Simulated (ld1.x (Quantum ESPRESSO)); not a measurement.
# F: generating and testing a TM potential

Aim: build the potential from the settings below, then test how well it stands in for the atom: other configurations, scattering, ghost states and the plane-wave cutoff that it needs.

Program: ld1.x (Quantum ESPRESSO) 7.5. Reference atom: LDA (PW92), scalar-relativistic, spherical and spin-unpolarised. All values are calculated.

## (1) Starting point

The settings as typed:

```json
{
  "element": "fluorine (F, Z = 9)",
  "type": "norm-conserving Troullier–Martins (Kleinman–Bylander form)",
  "frozen core": "[He]",
  "valence charge": "7",
  "reference configuration": "2s1 2p6",
  "partial waves": "2s (bound): rc 0.85 bohr; 2p (bound): rc 1.85 bohr; 3d channel at -0.05 Ry: rc 1.65 bohr",
  "local potential": "all-electron potential smoothed inside 0.85 bohr (lloc = -2)",
  "core correction": "not asked for"
}
```

## (2) The generation run

File F.in:

```
 &input
   title='F', zed=9., rel=1, dft='PW', iswitch=3,
   config='[He] 2s1 2p6 3d-2',
   nld=3, rlderiv=2.00, eminld=-4.0, emaxld=5.0, deld=0.02
 /
 &inputp
   pseudotype=2, tm=.true., lloc=-2, rcloc=0.85,
   nlcc=.false.,
   file_pseudopw='F.UPF', file_wfcaegen='ae.wfc', file_wfcncgen='nc.wfc', file_beta='beta', file_chi='chi'
 /
3
2S  1  0   1.00   0.00  0.85  0.85  0.0
2P  2  1   6.00   0.00  1.85  1.85  0.0
3D  3  2  -2.00  -0.05  1.65  1.65  0.0
 &test
   configts(1)='2s1 2p6'
 /
```

On the command line:

```sh
$ ld1.x < F.in > F.out
```

What the program wrote to F.out (without the banner and most projector matrices):

```text
     Program LD1 v.7.5
     --------------------------- All-electron run ----------------------------

     F
     scalar relativistic calculation

     atomic number is  9.00
     dft =PW   lsd =0 sic =0 latt =0  beta=0.20 tr2=1.0E-14
     Exchange-correlation= PW
                           (   1   4   0   0   0   0   0)
     mesh =1105 r(mesh) =  99.76081 a.u. xmin = -7.00 dx = 0.01250
     1 Ry =  13.60569312 eV, c = 137.03599908

     n l     nl                  e(Ry)          e(Ha)          e(eV)
     1 0     1S 1( 2.00)       -48.4703       -24.2352      -659.4724
     2 0     2S 1( 1.00)        -2.2147        -1.1074       -30.1327
     2 1     2P 1( 6.00)        -0.8602        -0.4301       -11.7029

     final scf error:  3.5E-15 reached in  27 iterations

     Etot =    -197.025824 Ry,     -98.512912 Ha,   -2680.672904 eV

     Ekin =     196.516093 Ry,      98.258046 Ha,    2673.737654 eV
     Encl =    -473.212018 Ry,    -236.606009 Ha,   -6438.377495 eV
     Eh   =      98.808177 Ry,      49.404089 Ha,    1344.353735 eV
     Exc  =     -19.138077 Ry,      -9.569038 Ha,    -260.386798 eV

     normalization and overlap integrals

     s(1S/1S) =  1.000000  <r> =   0.1772  <r2> =    0.0424  r(max) =   0.1154
     s(2S/2S) =  1.000000  <r> =   1.0086  <r2> =    1.2412  r(max) =   0.7713
     s(2P/2P) =  1.000000  <r> =   1.1005  <r2> =    1.6193  r(max) =   0.7066

     ------------------------ End of All-electron run ------------------------

     --------------------- Generating NC pseudopotential ---------------------

      Generating local potential from pseudized AE potential:
      Matching radius rcloc =   0.8500
      Enforcing V''(0)=0 (lloc=-2)

      Local pseudo, rcloc= 0.842 Estimated cut-off energy=    43.08 Ry

      Wfc   2S  rcut= 0.842  Using Troullier-Martins method

      Wfc   2P  rcut= 1.827  Using Troullier-Martins method

      Wfc   3D  rcut= 1.653  Using Troullier-Martins method

     ------------------- End of pseudopotential generation -------------------

     [... the all-electron block is printed once more ...]


     Computing logarithmic derivative in   2.00681
     Computing logarithmic derivative in   2.00681
     Computing the partial wave expansion
     R is outside the sphere for l=    0 j= 0.00
     R is outside the sphere for l=    1 j= 0.00
     R is outside the sphere for l=    2 j= 0.00

     ---------------------- Testing the pseudopotential ----------------------

     F
     scalar relativistic calculation

     atomic number is  9.00   valence charge is  7.00
     dft =PW   lsd =0 sic =0 latt =0  beta=0.20 tr2=1.0E-14
     mesh =1105 r(mesh) =  99.76081 xmin = -7.00 dx = 0.01250

     n l     nl             e AE (Ry)        e PS (Ry)    De AE-PS (Ry)
     1 0     2S   1( 1.00)       -2.21471       -2.21477        0.00005
     2 1     2P   1( 6.00)       -0.86015       -0.86015        0.00000

     eps = 8.4E-15  iter =  5

     Etot =    -197.025824 Ry,     -98.512912 Ha,   -2680.672904 eV
     Etotps =   -44.920575 Ry,     -22.460288 Ha,    -611.175560 eV

     Ekin =      32.184432 Ry,      16.092216 Ha,     437.891502 eV
     Encl =    -101.011984 Ry,     -50.505992 Ha,   -1374.338055 eV
     Ehrt =      40.157716 Ry,      20.078858 Ha,     546.373554 eV
     Ecxc =      -8.374975 Ry,      -4.187488 Ha,    -113.947342 eV
     Epseu=      -7.875763 Ry,      -3.937882 Ha,    -107.155219 eV

     ---------------------- End of pseudopotential test ----------------------
```

Wall time 1.4 s (1 thread of Neoverse-V2, shared host). This counts the later configuration tests of the new file too.

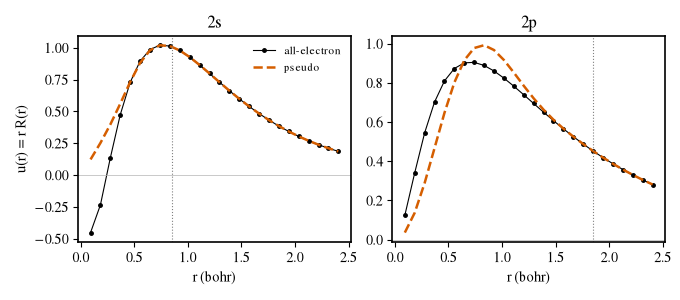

Bound waves of the atom and their pseudo partners (2s, 2p), with the matching radii dotted. The curves join 26 sampled radii.

## (3) Transferability test

File F.test.in:

```
 &input
   title='F', zed=9., rel=1, dft='PW', iswitch=2,
   config='[He] 2s1 2p6 3d-2'
 /
 &test
   file_pseudo='F.UPF', nconf=10,
   configts(1)='2s1 2p6',
   configts(2)='2s2 2p5',
   configts(3)='2s2 2p4',
   configts(4)='2s2 2p3',
   configts(5)='2s2 2p5.3',
   configts(6)='2s1 2p5',
   configts(7)='2s2 2p2',
   configts(8)='2s2 2p1',
   configts(9)='2s1 2p6', lsdts(9)=1,
   configts(10)='2s2 2p5', lsdts(10)=1
 /
```

On the command line:

```sh
$ ld1.x < F.test.in > F.test.out
```

F.test.out, the pseudopotential blocks, each with the warnings that came before it:

```text
     ---------------------- Testing the pseudopotential ----------------------

     F
     scalar relativistic calculation

     atomic number is  9.00   valence charge is  7.00
     dft =PW   lsd =0 sic =0 latt =0  beta=0.20 tr2=1.0E-14
     mesh =1105 r(mesh) =  99.76081 xmin = -7.00 dx = 0.01250

     n l     nl             e AE (Ry)        e PS (Ry)    De AE-PS (Ry)
     1 0     2S   1( 1.00)       -2.21471       -2.21477        0.00005
     2 1     2P   1( 6.00)       -0.86015       -0.86015        0.00000

     eps = 2.7E-16  iter =  6

     Etot =    -197.025824 Ry,     -98.512912 Ha,   -2680.672904 eV
     Etotps =   -44.920575 Ry,     -22.460288 Ha,    -611.175559 eV

     Ekin =      32.184431 Ry,      16.092216 Ha,     437.891493 eV
     Encl =    -101.011983 Ry,     -50.505991 Ha,   -1374.338042 eV
     Ehrt =      40.157715 Ry,      20.078857 Ha,     546.373546 eV
     Ecxc =      -8.374975 Ry,      -4.187488 Ha,    -113.947340 eV
     Epseu=      -7.875763 Ry,      -3.937882 Ha,    -107.155216 eV

     ---------------------- End of pseudopotential test ----------------------

     ---------------------- Testing the pseudopotential ----------------------

     F
     [...]
     n l     nl             e AE (Ry)        e PS (Ry)    De AE-PS (Ry)
     1 0     2S   1( 2.00)       -2.17916       -2.16952       -0.00965  !
     2 1     2P   1( 5.00)       -0.83019       -0.81954       -0.01065  !

     eps = 1.1E-17  iter =  9

     Etot =    -198.377594 Ry,     -99.188797 Ha,   -2699.064669 eV
     Etotps =   -46.272919 Ry,     -23.136459 Ha,    -629.575132 eV
     dEtot_ae =      -1.351770 Ry
     dEtot_ps =      -1.352344 Ry,   Delta E=       0.000574 Ry

     [...]
     ---------------------- End of pseudopotential test ----------------------

     ---------------------- Testing the pseudopotential ----------------------

     F
     [...]
     n l     nl             e AE (Ry)        e PS (Ry)    De AE-PS (Ry)
     1 0     2S   1( 2.00)       -3.46006       -3.44402       -0.01604  !
     2 1     2P   1( 4.00)       -2.09172       -2.05513       -0.03660  !

     eps = 5.6E-15  iter =  7

     Etot =    -196.940115 Ry,     -98.470057 Ha,   -2679.506764 eV
     Etotps =   -44.856654 Ry,     -22.428327 Ha,    -610.305874 eV
     dEtot_ae =       0.085710 Ry
     dEtot_ps =       0.063921 Ry,   Delta E=       0.021789 Ry

     [...]
     ---------------------- End of pseudopotential test ----------------------

     ---------------------- Testing the pseudopotential ----------------------

     F
     [...]
     n l     nl             e AE (Ry)        e PS (Ry)    De AE-PS (Ry)
     1 0     2S   1( 2.00)       -4.96952       -4.92852       -0.04101  !
     2 1     2P   1( 3.00)       -3.61028       -3.50780       -0.10248  !

     eps = 6.4E-15  iter =  9

     Etot =    -194.109079 Ry,     -97.054540 Ha,   -2640.988564 eV
     Etotps =   -42.090688 Ry,     -21.045344 Ha,    -572.672984 eV
     dEtot_ae =       2.916745 Ry
     dEtot_ps =       2.829887 Ry,   Delta E=       0.086858 Ry

     [...]
     ---------------------- End of pseudopotential test ----------------------

     ---------------------- Testing the pseudopotential ----------------------

     F
     [...]
     n l     nl             e AE (Ry)        e PS (Ry)    De AE-PS (Ry)
     1 0     2S   1( 2.00)       -1.84976       -1.84088       -0.00888  !
     2 1     2P   1( 5.30)       -0.51071       -0.50365       -0.00706  !

     eps = 6.9E-16  iter = 10

     Etot =    -198.577940 Ry,     -99.288970 Ha,   -2701.790515 eV
     Etotps =   -46.470656 Ry,     -23.235328 Ha,    -632.265479 eV
     dEtot_ae =      -1.552116 Ry
     dEtot_ps =      -1.550081 Ry,   Delta E=      -0.002035 Ry

     [...]
     ---------------------- End of pseudopotential test ----------------------

     ---------------------- Testing the pseudopotential ----------------------

     F
     [...]
     n l     nl             e AE (Ry)        e PS (Ry)    De AE-PS (Ry)
     1 0     2S   1( 1.00)       -3.47299       -3.48110        0.00812  !
     2 1     2P   1( 5.00)       -2.09887       -2.08966       -0.00921  !

     eps = 2.4E-15  iter =  7

     Etot =    -195.568878 Ry,     -97.784439 Ha,   -2660.850136 eV
     Etotps =   -43.466459 Ry,     -21.733229 Ha,    -591.391299 eV
     dEtot_ae =       1.456947 Ry
     dEtot_ps =       1.454116 Ry,   Delta E=       0.002830 Ry

     [...]
     ---------------------- End of pseudopotential test ----------------------

     Warning: n=2, l=1 expected 0 nodes, found 1
     ---------------------- Testing the pseudopotential ----------------------

     F
     [...]
     n l     nl             e AE (Ry)        e PS (Ry)    De AE-PS (Ry)
     1 0     2S   1( 2.00)       -6.67111       -6.57047       -0.10064  !
     2 1     2P   1( 2.00)       -5.35437       -5.12282       -0.23155  !

     eps = 2.6E-15  iter = 11

     Etot =    -189.644761 Ry,     -94.822381 Ha,   -2580.248426 eV
     Etotps =   -37.787062 Ry,     -18.893531 Ha,    -514.119173 eV
     dEtot_ae =       7.381063 Ry
     dEtot_ps =       7.133513 Ry,   Delta E=       0.247550 Ry

     [...]
     ---------------------- End of pseudopotential test ----------------------

     ---------------------- Testing the pseudopotential ----------------------

     F
     [...]
     n l     nl             e AE (Ry)        e PS (Ry)    De AE-PS (Ry)
     1 0     2S   1( 2.00)       -8.54051       -8.33143       -0.20908  !
     2 1     2P   1( 1.00)       -7.30165       -6.85831       -0.44334  !

     eps = 9.1E-18  iter =  7

     Etot =    -183.332949 Ry,     -91.666474 Ha,   -2494.371840 eV
     Etotps =   -31.804907 Ry,     -15.902453 Ha,    -432.727801 eV
     dEtot_ae =      13.692876 Ry
     dEtot_ps =      13.115668 Ry,   Delta E=       0.577207 Ry

     [...]
     ---------------------- End of pseudopotential test ----------------------

     ---------------------- Testing the pseudopotential ----------------------

     F
     [...]
     n l     nl             e AE (Ry)        e PS (Ry)    De AE-PS (Ry)
     1 0     2S   1( 1.00)       -2.28294       -2.28578        0.00284
     2 1     2P   1( 3.00)       -0.92018       -0.92369        0.00352
     1 0     2S   2( 0.00)       -2.14254       -2.13965       -0.00289
     2 1     2P   2( 3.00)       -0.79765       -0.79423       -0.00341

     eps = 7.3E-15  iter = 14

     Etot =    -197.060823 Ry,     -98.530412 Ha,   -2681.149091 eV
     Etotps =   -44.956993 Ry,     -22.478497 Ha,    -611.671054 eV
     dEtot_ae =      -0.034999 Ry
     dEtot_ps =      -0.036418 Ry,   Delta E=       0.001419 Ry

     [...]
     ---------------------- End of pseudopotential test ----------------------

     ---------------------- Testing the pseudopotential ----------------------

     F
     [...]
     n l     nl             e AE (Ry)        e PS (Ry)    De AE-PS (Ry)
     1 0     2S   1( 1.00)       -2.23352       -2.22693       -0.00658  !
     2 1     2P   1( 3.00)       -0.88314       -0.87226       -0.01089  !
     1 0     2S   2( 1.00)       -2.11374       -2.10088       -0.01286  !
     2 1     2P   2( 2.00)       -0.76702       -0.75711       -0.00991  !

     eps = 9.8E-16  iter = 12

     Etot =    -198.406610 Ry,     -99.203305 Ha,   -2699.459451 eV
     Etotps =   -46.301681 Ry,     -23.150841 Ha,    -629.966468 eV
     dEtot_ae =      -1.380786 Ry
     dEtot_ps =      -1.381106 Ry,   Delta E=       0.000321 Ry

     [...]
     ---------------------- End of pseudopotential test ----------------------
```

Energies count from the reference configuration 2s1 2p6; the error is all-electron less pseudo. Spin-polarised rows fill open shells by Hund's rule and count from the unpolarised reference. A star marks tests that logged a warning. The frozen-core shift comes from a second all-electron run, not shown, with the core orbitals held at their reference shape; it is that run's ΔE less the relaxed one.

| valence configuration | charge | ΔE all-electron (eV) | error AE − PS (meV) | frozen-core shift (meV) |
| --- | --- | --- | --- | --- |
| 2s2 2p5 | 0 | -18.392 | +7.8 | +0.4 |
| 2s2 2p4 | +1 | 1.166 | +296 | +0.4 |
| 2s2 2p3 | +2 | 39.684 | +1182 | +0.8 |
| 2s2 2p5.3 | -0.3 | -21.118 | -28 | +0.4 |
| 2s1 2p5 | +1 | 19.823 | +39 | 0.0 |
| 2s2 2p2 * | +3 | 100.424 | +3368 | +3.7 |
| 2s2 2p1 | +4 | 186.301 | +7853 | +14 |
| 2s1 2p6 (spin-polarised) | 0 | -0.476 | +19 | +0.1 |
| 2s2 2p5 (spin-polarised) | 0 | -18.787 | +4.4 | +0.8 |

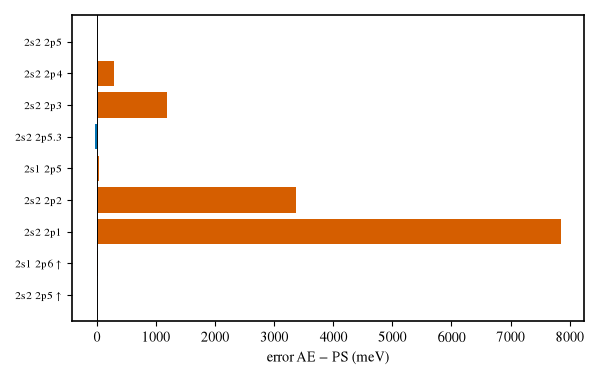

Error of the potential in each test configuration; ↑ marks spin-polarised tests.

## (4) Scattering by logarithmic derivatives

Taken from the files of the generation run. The phase is arctan(r·u′/u) with u = r·R, unwrapped, with energies in Ry. A pole is an energy at which the radial function vanishes at the test radius. The pseudo phase is shifted by a multiple of π to meet the all-electron one at the reference energy. Levels narrower than the energy grid can be missing from the poles. The last column is the largest difference on the grid between −1 and +1 Ry.

| channel | radius (bohr) | reference (Ry) | poles AE | poles PS | window around the reference with phases within 0.05 rad (Ry) | largest difference near zero (rad) |
| --- | --- | --- | --- | --- | --- | --- |
| s | 2.01 | -2.21 | -1.90 | -1.90 | the whole range | 0.001 |
| p | 2.01 | -0.86 | -0.46 | -0.45 | below 1.6 | 0.016 |
| d | 2.01 | -0.05 | none | none | the whole range | 0.000 |

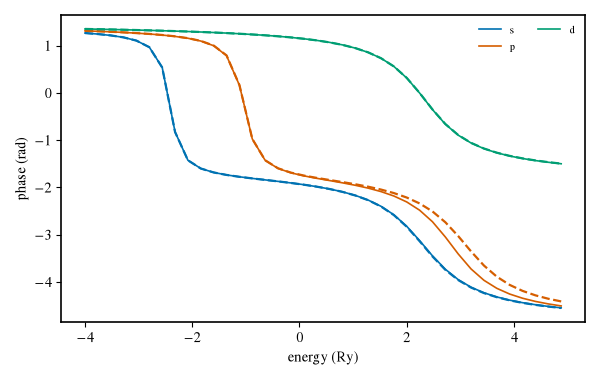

All-electron (solid) and pseudo (dashed) phases against energy.

## (5) Cutoff and ghost test in a Bessel basis

A separate test, outside the generator: the pseudo-atom's Hamiltonian at the reference potential is diagonalised in spherical Bessel functions j_l(qr) that vanish at 20 bohr, with q² up to the cutoff.

All-electron valence levels (Ry): 2s -2.2147, 2p -0.8601. The lowest levels of each channel (Ry) by cutoff; the last column sums, over occupied levels, occupation times the distance from the level at 400 Ry. A positive value at high cutoff is not a bound level.

```tsv
cutoff (Ry)	s #1	p #1	d #1	f #1	Σ f·Δε (mRy)
8	-1.9728	-0.0445	0.0809	0.1214	5135.7
15	-2.0532	-0.3105	0.0809	0.1214	3459.7
30	-2.0840	-0.7809	0.0809	0.1214	606.0
45	-2.1516	-0.8575	0.0809	0.1214	79.2
70	-2.2040	-0.8598	0.0809	0.1214	12.7
80	-2.2082	-0.8600	0.0809	0.1214	7.7
100	-2.2106	-0.8601	0.0809	0.1214	4.4
160	-2.2129	-0.8601	0.0809	0.1214	1.9
180	-2.2139	-0.8601	0.0809	0.1214	0.9
230	-2.2146	-0.8601	0.0809	0.1214	0.2
400	-2.2148	-0.8601	0.0809	0.1214	0.0
```

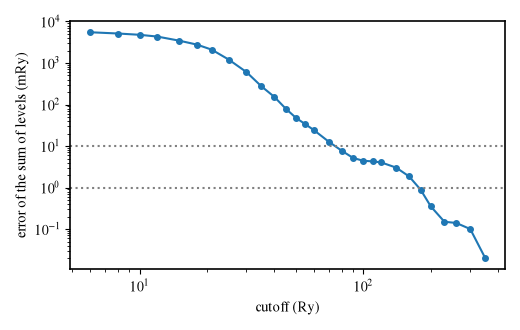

Occupation-weighted error of the valence levels against the cutoff; the dotted lines mark 10 and 1 mRy.

The sum stays within 10 mRy from 80 Ry and within 1 mRy from 180 Ry. The sum leaves out empty levels, which can need more. Ghost test: no level below the all-electron spectrum of its channel (s, p, d, f tested).

## (6) Outcome

| quantity | value |
| --- | --- |
| cutoffs for 10 and 1 mRy, occupied levels | 80 Ry and 180 Ry |
| bound ghosts | none found |
| largest test error (AE − PS), unpolarised tests | +7853 meV, for 2s2 2p1 |
| largest phase difference near zero energy, channels read | 0.016 rad |

What this shows: By total energies transferability is poor: the largest error is 7853 meV on 186.3 eV, for 2s2 2p1. That test lies far up in energy; among those under 40 eV, nearer to bonding, the largest error is 1182 meV. Freezing the core alone would shift it much less, so the error comes from the pseudisation. By its cutoff, 80 Ry for the looser tolerance, it is hard. The slowest occupied level is 2s: taken alone it needs 180 Ry to come within 1 mRy, against 50 Ry for 2p. It is free of bound ghosts as far as tested. Near zero energy the phases of the channels with partial waves agree within 0.016 rad. These are tests on the free atom; a crystal test is still owed.
